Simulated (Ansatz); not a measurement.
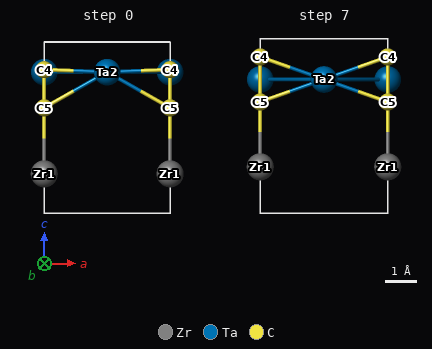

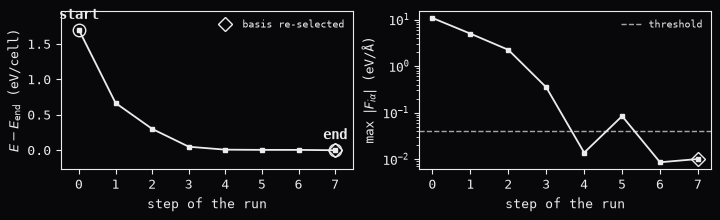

First and last geometry of a relaxation of a crystal of ZrTa₂C₂ (a generated structure, set up in P4mm) (coarse preliminary run), with the history of the run. A ball-and-stick model of the cell of the calculation, seen along the b axis.

All numbers below come from DFT PBE, scalar-relativistic, plane waves, PAW in Ansatz.

Input
```yaml
crystal:
  lattice:
    - [4.07855676, 0.0, 0.0]
    - [0.0, 4.07855676, 0.0]
    - [0.0, 0.0, 5.5542444]
  atoms:
    - { symbol: Zr, position: [0.0, 0.0, 0.23090231] }
    - { symbol: Ta, position: [0.5, 0.0, 0.82429048] }
    - { symbol: Ta, position: [0.0, 0.5, 0.82429048] }
    - { symbol: C, position: [0.0, 0.0, 0.83831643] }
    - { symbol: C, position: [0.0, 0.0, 0.61597426] }
basis:
  ecutwfc: 420
kpoints:
  mp_grid: { grid: [4, 4, 4] }
hamiltonian:
  xc: pbe
scf:
  occupations: { method: gaussian, width: 0.1 }
  lower_state_search: "off"
output:
  forces: true
  stress: true
  eigenvalues: true
relax:
  adjacent_minimum: "off"
  f_tol: 0.04
  max_steps: 70
  cell: { stress_tol: 0.4 }
```

Command:
```bash
ansatz run input.yaml --threads 1 --pin off --max-ram 2560MiB --backend cpu --events-out ev --progress --plain --runs-dir out
```

**What do the curves and the structures tell?**

It converged. The largest moves relative to the cell, 0.33 Å, are those of Ta2, Ta3 and C4. Ta2 goes along −c. Largest moves by element: Ta 0.33 Å, C 0.32 Å, Zr 0.20 Å. The volume changes by +4.6 %, with a = b 4.079 → 4.133 Å (+1.3 %), c 5.554 → 5.661 Å (+1.9 %). Near-neighbour distances that change, for instance: Zr1–Ta2 3.043 → 3.504 Å, C4–C5 1.235 → 1.459 Å, Ta2–C5 2.345 → 2.191 Å, Ta2–C4 2.041 → 2.191 Å. Among the angles between lasting bonds that change: Ta2–C4–Ta2 175.6° → 141.1°, Ta2–C5–Ta2 120.9° → 141.1°, Zr1–C4–Ta2 92.2° → 109.4°. The space group (tolerance 0.01 Å) goes from P4mm (No. 99) to P4/mmm (No. 123). Over 6 accepted moves (7 points after the start) the energy falls by 1.698 eV per cell of the calculation. The largest force component goes from 11 to 0.01 eV/Å. Pressure: 18.22 GPa at the start and 0.07 GPa at the end. At 1 point the geometry stayed and the basis and grid were re-selected for the new cell (energy shift of 4.7 meV per cell of the calculation at most each time).

Limits of the set-up: the k-point mesh is coarse for a cell with partly filled bands.
